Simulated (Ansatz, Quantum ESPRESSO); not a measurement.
# ZrH2 (Fm-3m): zone-centre phonons, part 2 of 2

Aim: the zone-centre modes of ZrH2 (Fm-3m).

Quantum ESPRESSO 7.5; DFT PBEsol, scalar-relativistic, plane waves, PseudoDojo norm-conserving pseudopotentials.

So far. Step 5 (Linear response at Γ): The acoustic modes at Γ come out as far as 8.5 cm⁻¹ from zero, where they should vanish, a small numerical error. The relaxed cell has a = 4.763 Å (conventional setting).

## Step 6: Modes with the sum rule

A rigid shift of the crystal must cost nothing, but grids and finite bases break this; the acoustic sum rule is imposed before the matrix is diagonalised again.

Contents of dynmat.in:

```
&input
   fildyn = 'g.dyn'
   asr = 'simple'
   fileig = 'dynmat.eig'
/
```

Command:

```
dynmat.x -in dynmat.in > dynmat.out
```

Numbers of over 12 decimals in the logs are rounded to 6 here.

Log:

```text
[banner, memory and clock lines left out]
Program DYNMAT v.7.5

     Reading Dynamical Matrix from file g.dyn
     ...Force constants read
     ...epsilon and Z* not read (not found on file)
     A direction for q was not specified:TO-LO splitting will be absent

     Polarizability (A^3 units)
     multiply by 1.000000 for Clausius-Mossotti correction
         0.000000    0.000000    0.000000
         0.000000    0.000000    0.000000
         0.000000    0.000000    0.000000

     IR activities are in (D/A)^2/amu units

# mode   [cm-1]    [THz]      IR
    1     -0.00   -0.0000    0.0000
    2     -0.00   -0.0000    0.0000
    3     -0.00   -0.0000    0.0000
    4   1089.61   32.6657    0.0000
    5   1089.61   32.6657    0.0000
    6   1089.61   32.6657    0.0000
    7   1233.28   36.9727    0.0000
    8   1233.28   36.9727    0.0000
    9   1233.28   36.9727    0.0000

[cm-1]
[end of the log left out, with the tail of the file of modes that dynmat.x writes under the same name]
```

The job ended after 0.45 s (1 thread of Arm Neoverse V1, shared host).

This step gave:

```yaml
lowest_optical_zone_centre_mode: 1090 cm⁻¹
```

Unit eigenvectors of the mass-weighted matrix after the sum rule; no LO-TO term. The modes at Γ (shares of kinetic energy by element, %):

```csv
mode,frequency (cm⁻¹),symmetry,Zr %,H %
1,0.0,acoustic,98,2
2,0.0,acoustic,98,2
3,0.0,acoustic,98,2
4,1089.6,T1u,2,98
5,1089.6,T1u,2,98
6,1089.6,T1u,2,98
7,1233.3,T2g,0,100
8,1233.3,T2g,0,100
9,1233.3,T2g,0,100
```

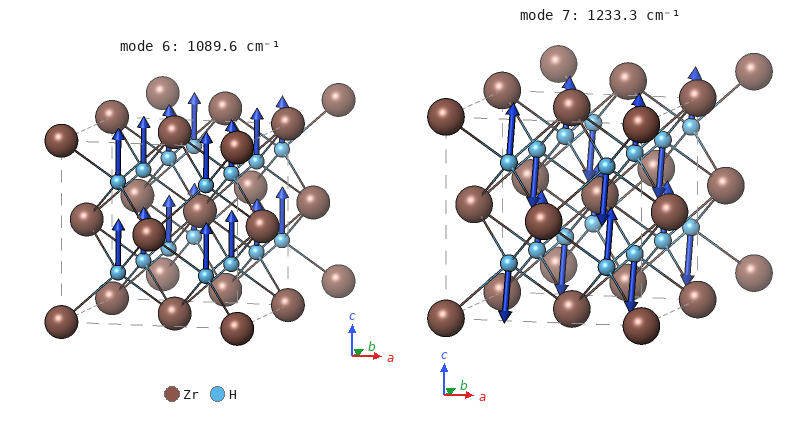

Displacement patterns of modes 6 and 7 at Γ; arrows are exaggerated. 1×2×1 conventional cells are drawn. Some periodic images of atoms are drawn too.

The rule also moves an optical mode by 0.5 cm⁻¹.

## Step 7: Sum rules set otherwise (asr no)

Without the rule the raw error of the acoustic modes shows.

Contents of dynmat.in:

```
&input
   fildyn = 'g.dyn'
   asr = 'no'
   fileig = 'dynmat.eig'
/
```

Command:

```
dynmat.x -in dynmat.in > dynmat.out
```

Log:

```text
[banner, memory and clock lines left out]
Program DYNMAT v.7.5

     Reading Dynamical Matrix from file g.dyn
     ...Force constants read
     ...epsilon and Z* not read (not found on file)
     A direction for q was not specified:TO-LO splitting will be absent

     Polarizability (A^3 units)
     multiply by 1.000000 for Clausius-Mossotti correction
         0.000000    0.000000    0.000000
         0.000000    0.000000    0.000000
         0.000000    0.000000    0.000000

     IR activities are in (D/A)^2/amu units

# mode   [cm-1]    [THz]      IR
    1     -8.50   -0.2550    0.0000
    2     -8.50   -0.2550    0.0000
    3     -8.50   -0.2550    0.0000
    4   1089.12   32.6511    0.0000
    5   1089.12   32.6511    0.0000
    6   1089.12   32.6511    0.0000
    7   1232.84   36.9596    0.0000
    8   1232.84   36.9596    0.0000
    9   1232.84   36.9596    0.0000

[cm-1]
[end of the log left out, with the tail of the file of modes that dynmat.x writes under the same name]
```

Wall time 0.45 s (1 thread).

Numbers from this step:

```
lowest optical zone-centre mode : 1089 cm⁻¹
```

Zone-centre frequencies as printed; negative means imaginary. Modes:

```csv
mode,frequency (cm⁻¹)
1,-8.5
2,-8.5
3,-8.5
4,1089
5,1089
6,1089
7,1233
8,1233
9,1233
```

Against the first rule no mode moves by more than 8.6 cm⁻¹.

## Step 8: Sum rules set otherwise (asr crystal)

The rule can be imposed in more than one way; the choices should agree where the raw error is small.

Contents of dynmat.in:

```
&input
   fildyn = 'g.dyn'
   asr = 'crystal'
   fileig = 'dynmat.eig'
/
```

Command:

```
dynmat.x -in dynmat.in > dynmat.out
```

Log:

```text
[banner, memory and clock lines left out]
Program DYNMAT v.7.5

     Reading Dynamical Matrix from file g.dyn
     ...Force constants read
     ...epsilon and Z* not read (not found on file)
     Acoustic Sum Rule: || Z*(ASR) - Z*(orig)|| =    0.000000E+00
     Acoustic Sum Rule: ||dyn(ASR) - dyn(orig)||=    4.232240E-04
     A direction for q was not specified:TO-LO splitting will be absent

     Polarizability (A^3 units)
     multiply by 1.000000 for Clausius-Mossotti correction
         0.000000    0.000000    0.000000
         0.000000    0.000000    0.000000
         0.000000    0.000000    0.000000

     IR activities are in (D/A)^2/amu units

# mode   [cm-1]    [THz]      IR
    1      0.00    0.0000    0.0000
    2      0.00    0.0000    0.0000
    3      0.00    0.0000    0.0000
    4   1089.08   32.6499    0.0000
    5   1089.08   32.6499    0.0000
    6   1089.08   32.6499    0.0000
    7   1232.84   36.9596    0.0000
    8   1232.84   36.9596    0.0000
    9   1232.84   36.9596    0.0000

[end of the log left out, with the tail of the file of modes that dynmat.x writes under the same name]
```

It took 0.45 s on 1 thread.

Zone-centre frequencies as printed; negative means imaginary. Modes:

| mode | frequency (cm⁻¹) |
| --- | --- |
| 1 | 0 |
| 2 | 0 |
| 3 | 0 |
| 4 | 1089 |
| 5 | 1089 |
| 6 | 1089 |
| 7 | 1233 |
| 8 | 1233 |
| 9 | 1233 |

Against the first rule no mode moves by more than 0.6 cm⁻¹.

## Step 9: The same in Ansatz

The same cell goes through another code, with its own cutoff. It uses its own PAW datasets, so the potentials differ. Its k mesh is centred on Γ.

This step: DFT PBEsol, scalar-relativistic, plane waves, PAW (Ansatz 0.2.0).

Contents of input.yaml:

```yaml
crystal:
  lattice:
    - [-2.3812772926, 0.0, 2.3812772926]
    - [0.0, 2.3812772926, 2.3812772926]
    - [-2.3812772926, 2.3812772926, 0.0]
  atoms:
    - { symbol: Zr, position: [0.0, 0.0, 0.0] }
    - { symbol: H, position: [0.25, 0.25, 0.25] }
    - { symbol: H, position: [0.75, 0.75, 0.75] }
kpoints:
  mp_grid: { grid: [12, 12, 12] }
hamiltonian:
  xc: pbesol
scf:
  occupations: { method: cold, width: 0.27211 }
output:
  eigenvalues: true
phonons:
  method: dfpt
```

Command:

```
ansatz run input.yaml --threads 4 --pin off --max-ram 8192MiB --backend cpu --events-out ev --progress --plain --runs-dir out
```

Log:

```text
zone centre: on kpoints.mp_grid the ground state, and the responses unless they are solved on pairs of k-points, stand on 163 of the mesh's 1728 k-points, reduced under 8 symmetry operations, with k and −k counted as one. Each operation leaves every solved displacement unchanged or reverses it
Engine: ansatz 0.2.0, aarch64-unknown-linux-gnu
Pseudopotentials: kind: paw
Pseudopotential: Zr, paw, valence charge 12, recommended cutoff 420 eV (normal), Zr.paw.azcp
Pseudopotential: H, paw, valence charge 1, recommended cutoff 420 eV (normal), H.paw.azcp
Functional definition: PBEsol
  exchange = pbesol_x
  correlation = pbesol_c
Crystal: 3 atoms, lattice volume = 27.006 Å³
Basis set: ecut = 420 eV, 531 PW (Γ), exchange–correlation on 48×48×48 points (8 copies of the dense FFT grid, shifted against one another)
Bands: 11, of which v1, the nominal top of the filled ones, is band 7 counted from 1 (6 counted from 0)
Symmetry: 48 space group operations
k-points: 163 of 1728 (irreducible under 8 space group operations, time reversal used)
Non-local potential: Zr, projectors of the file, l = 0: 3, l = 1: 2, l = 2: 2, l = 3: 2
Non-local potential: H, projectors of the file, l = 0: 2, l = 1: 1
PAW form: soft (Blöchl's): semilocal exchange-correlation on the pseudo side does not see the compensation charge
PAW frozen core: Zr, regenerated for the run's functional, and the local potential with it (the file was generated under x = pbe(κ = 0.804, μ = 0.219515), c = pbe(β = 0.066725))
PAW one-centre angular grid: Zr, 590 points (default); XC on 64 Gauss nodes
PAW one-centre angular grid: H, 110 points (default); XC on 64 Gauss nodes
Initial density: superposition of atomic densities (neutral atoms: chi_scale 0, normalization atom), corrected by the library's trained network
Initial wavefunctions: pseudopotential atomic-orbital guess
Functional: x = pbesol(κ = 0.804, μ = 0.123457), c = pbesol(β = 0.046)
SCF iter   1: F=—  HF=-4161.854990 eV  |F-HF|=—  |Δ(HF+E_count)|=         —  Δρ=7.76e-3  dr2=1.25e-2  ethr=1.77e-3  ⟨swp⟩=5.0  Hψ=9191  notcnv=0
preconditioner: auto → none  [metal: Δε(μ)=0.015 eV  Ē_g=7.850 eV  σ=0.272 eV  W_gap=0.04  n_scr=8 (ndim 8)  ℏωp=17.5 eV  f_vac=0.000  D(μ)=1.34/eV (n_scr^D=14)  sad-step TF]
SCF iter   2: F=—  HF=-4161.851633 eV  |F-HF|=—  |Δ(HF+E_count)|=   3.36e-3  S|Δr|=    0.00e0  Δρ=4.23e-3  dr2=4.19e-3  ethr=8.95e-5  ⟨swp⟩=1.0  Hψ=3097  notcnv=0
SCF iter   3: F=—  HF=-4161.850161 eV  |F-HF|=—  |Δ(HF+E_count)|=   1.47e-3  S|Δr|=    0.00e0  Δρ=3.17e-4  dr2=1.30e-5  ethr=2.99e-5  ⟨swp⟩=2.0  Hψ=2081  notcnv=0
SCF iter   4: F=—  HF=-4161.850159 eV  |F-HF|=—  |Δ(HF+E_count)|=   1.97e-6  S|Δr|=    0.00e0  Δρ=8.03e-5  dr2=1.39e-6  ethr=9.30e-8  ⟨swp⟩=2.0  Hψ=2353  notcnv=0
SCF iter   5: F=—  HF=-4161.850159 eV  |F-HF|=—  |Δ(HF+E_count)|=   8.05e-8  S|Δr|=    0.00e0  Δρ=1.70e-5  dr2=7.30e-8  ethr=9.93e-9  ⟨swp⟩=2.2  Hψ=2767  notcnv=0
SCF iter   6: F=—  HF=-4161.850159 eV  |F-HF|=—  |Δ(HF+E_count)|=   3.00e-8  S|Δr|=    0.00e0  Δρ=3.59e-6  dr2=1.66e-9  ethr=5.22e-10  ⟨swp⟩=2.1  Hψ=2852  notcnv=0
SCF iter   7: F=—  HF=-4161.850159 eV  |F-HF|=—  |Δ(HF+E_count)|=  2.88e-10  S|Δr|=    0.00e0  Δρ=3.66e-7  dr2=3.13e-11  ethr=1.18e-11  ⟨swp⟩=2.0  Hψ=2856  notcnv=0
SCF iter   8: F=-4161.850159 eV  HF=-4161.850159 eV  |F-HF|=9.09e-13  |Δ(HF+E_count)|=  4.55e-12  S|Δr|=    0.00e0  Δρ=4.46e-8  dr2=2.57e-13  ethr=1.00e-12  ⟨swp⟩=5.2  Hψ=6518  notcnv=0
SCF 1 converged in 8 iterations: F = -4161.850159 eV  dr2 = 2.57e-13
  greatest PAW one-centre occupation: 0.996 electrons in one spin orbital (limit 2), on the Zr atom at site 0 (counted from 0), in its partial waves of l = 0
DFPT response loops at Γ: preconditioner auto → Kerker (q_TF=auto, 2.445 Å⁻¹) (partly filled bands, converged f_vac=0.000); β = 1.00, the filter's whole step (`scf.mixing.beta` (0.50) is not read by the response loops under this deck's `scf.mixing.preconditioner`; to damp them name `kerker` or `kerker_dos`, under which they read `scf.mixing.beta`, and type it under 1.00, their step now; both keys bind the ground state too); Broyden in place of MSR1
SCF converged after 8 iterations
Stability not checked: this state was not tested for a lower state beside it, because cold or Methfessel-Paxton smearing, or corrected tetrahedra, fill the levels in a way that the test cannot read (fill_not_monotonic; see scf.lower_state_search)
Free energy (F): -4161.850159 eV
Harris-Foulkes:  -4161.850159 eV  (|F-HF|=9.09e-13)
Internal energy: -4161.838842 eV  (E = F + TS)
E sigma→0 (E₀):  -4161.846386 eV
Entropy (-TS):   -0.011317 eV (-3.772 meV/atom)
Fermi energy:    13.102432 eV
--- Per-component energies (eV) ---
  E_band       = -104.463353
  E_kinetic    = 363.303536
  E_local      = -656.016616  (includes V_loc(G=0)·N_el)
  E_nonlocal   = 83.510139
  E_hartree    = 201.662554
  E_xc         = -180.096362
  E_vxc        = -216.014268  (∫ρ·V_xc dr)
  E_paw        = -2900.924169  (= ΣΔE_a)
  E_vpaw       = -82.568829  (= ΣTr[D̂ρ^β])
  E_aug_tail   = -0.002431  (compensation charges beyond the density's cutoff)
  E_ewald      = -1073.441213
  E_core_change = 0.165720  (= ΣΔE_core)
  E_smearing   = -0.011317  (= −TS)
  E_closure    = -0.000000  (closes the sum)
  Σ components = -4161.850159   (vs F -4161.850159, Δ=0.00e0)
--- Band table (eV; the first three rows and the last of 163) ---
  k-point 0: bands = [... 3 lower, -13.7503, 3.3545, 11.8177, 12.7451, 12.7451, 12.7451, 15.4406, 15.4406]
  k-point 1: bands = [... 3 lower, -13.7565, 3.5342, 10.7060, 12.8386, 12.8386, 14.0774, 15.3486, 15.3486]
  k-point 2: bands = [... 3 lower, -13.7733, 4.0290, 9.5255, 13.0492, 13.0492, 15.2064, 15.2064, 15.8589]
  k-point 162: bands = [... 3 lower, -13.9926, 6.4181, 8.6024, 9.6106, 17.0500, 17.1130, 17.1130, 19.9127]
--- Phonons (Γ-DFPT): 2 representative perturbations + reference, on 163 of 1728 k-points (Σ response iterations 6) ---
  k mesh reduced under 8 symmetry operations, with k and −k counted as one. Each operation leaves every solved displacement unchanged or reverses it
  ASR residual: 3.588e-5 → 0.000e0 eV/Å²; symmetrization residual: 4.059e-8 eV/Å²
  ASR residual per site (eV/Å²): 3.59e-5 1.70e-6 1.70e-6
  Γ frequencies (cm⁻¹): 0.00 0.00 0.00 1090.64 1090.64 1090.64 1234.02 1234.02 1234.02
  non-analytic LO–TO correction: not included (Born effective charges unavailable; polar crystals: no LO–TO splitting at Γ)
```

Run time: 4 s. Hardware: 4 threads; peak memory 0.45 GiB.

Numbers from this step:

```
sum-rule residual before enforcement             : 3.59e-5 eV/Å²
highest optical zone-centre mode (no LO-TO term) : 1234 cm⁻¹
lowest optical zone-centre mode                  : 1091 cm⁻¹
```

## Step 10: The two compared: QE PseudoDojo and Ansatz, PAW

Numbers from this step:

* root-mean-square difference: 0.9 cm⁻¹
* largest difference: 1.03 cm⁻¹

Frequencies side by side, by row:

| q (reciprocal lattice) | mode | QE PseudoDojo (cm⁻¹) | Ansatz, PAW (cm⁻¹) |
| --- | --- | --- | --- |
| 0 0 0 | 1 | 0 | 0 |
| 0 0 0 | 2 | 0 | 0 |
| 0 0 0 | 3 | 0 | 0 |
| 0 0 0 | 4 | 1090 | 1091 |
| 0 0 0 | 5 | 1090 | 1091 |
| 0 0 0 | 6 | 1090 | 1091 |
| 0 0 0 | 7 | 1233 | 1234 |
| 0 0 0 | 8 | 1233 | 1234 |
| 0 0 0 | 9 | 1233 | 1234 |

At the zone centre the largest difference (acoustic modes at Γ apart) is 0.08 % of the highest mode.

## Step 11: Summary of results

- space group after relaxation: Fm-3m
- volume per atom: 9.00 Å³
- highest optical zone-centre mode (no LO-TO term): 1233 cm⁻¹
- lowest optical zone-centre mode: 1090 cm⁻¹
- imaginary optical modes at the zone centre (no q mesh in this session): none
- largest difference from Ansatz, PAW: 1.03 cm⁻¹

**Reading.** At the PBEsol level the optical modes of ZrH2 (Fm-3m) at the zone centre run from 1090 to 1233 cm⁻¹. Of the 6 optical modes, 3 are infrared active alone and 3 are Raman active alone; inversion symmetry keeps the two sets apart. QE PseudoDojo and Ansatz, PAW differ by 0.9 cm⁻¹ in the root mean square and by 1.0 cm⁻¹ at most, 0.1 % of the highest mode compared (acoustic modes at Γ left out); the two use different potentials, and the cell was not relaxed for the second set. These are harmonic frequencies at zero temperature: anharmonic shifts and linewidths and thermal expansion are left out. In a metal the frequencies hang on the k mesh and the smearing, most of all near Kohn anomalies. The relaxation ran at 64 Ry, under the 72 Ry recommended for these files; the stress of so short a basis can leave the cell about one per cent too small. The structure comes from a database and need not be the phase that is stable at ambient conditions.

[Host names and launcher messages were left out of these logs when they were recorded.]

[Logs are printed without paths, hosts, clocks, repeated set-up lines and the standing remarks that a program may print on its own settings, such as how far it seeks lower states.]

[Hosts, paths, dates, database ids (printed as entryN), source tags and the programs' standing remarks are cut or masked in the printed files.]
